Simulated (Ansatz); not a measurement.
Starting cell, GaN (zinc blende):

```yaml
crystal:
  lattice:
    - [0.00000, 4.54879, 4.54879]
    - [2.27440, 0.00000, 2.27440]
    - [2.27440, 2.27440, 0.00000]
  atoms:
    - { symbol: N, position: [0.37500, 0.75000, 0.75000] }
    - { symbol: N, position: [0.87500, 0.75000, 0.75000] }
    - { symbol: Ga, position: [0.00000, 0.00000, 0.00000] }
    - { symbol: Ga, position: [0.50000, 0.00000, 0.00000] }
```

The atoms are displaced by Q × the pattern below (from a DFPT mode at L = (0.5, 0.0, 0.0), largest move 1; Q in Å), at fixed cell. It is one choice among 2 degenerate patterns. (q is in reciprocal vectors of the primitive cell; the cell shown is doubled to hold the pattern.)

```json
[
 {"atom": "N1", "x": "-0.285", "y": "0.520", "z": "-0.805"},
 {"atom": "N2", "x": "0.285", "y": "-0.520", "z": "0.805"},
 {"atom": "Ga3", "x": "-0.046", "y": "0.083", "z": "-0.129"},
 {"atom": "Ga4", "x": "0.046", "y": "-0.083", "z": "0.129"}
]
```

These are PBE (plane waves to 420 eV, PAW, scalar-relativistic; Ansatz, a program for electronic structure) values and carry that method's errors. k mesh 6×12×12 (Γ-centred), Fermi-Dirac smearing 0.05 eV. E stands for the smeared free energy. GaN was relaxed with its symmetry unable to fall. The PAW data are Ansatz's earlier set. ΔE is measured from the undisplaced structure.

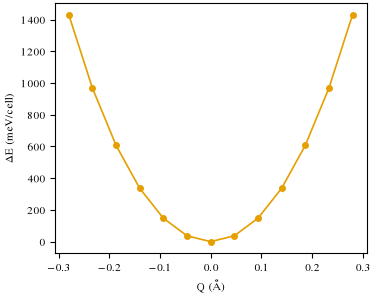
Figure. ΔE (meV/cell) against Q (Å); computed points joined by lines.

Task: What is the energy change at Q = 0.280 Å?

Result: About 1400 meV/cell.

Task: What harmonic wavenumber does the curvature at Q = 0 give?

Result: About 540 cm⁻¹.

(For displaced atoms, the force is minus the slope of the energy, and its curvature is a force constant, which sets phonon frequencies.)
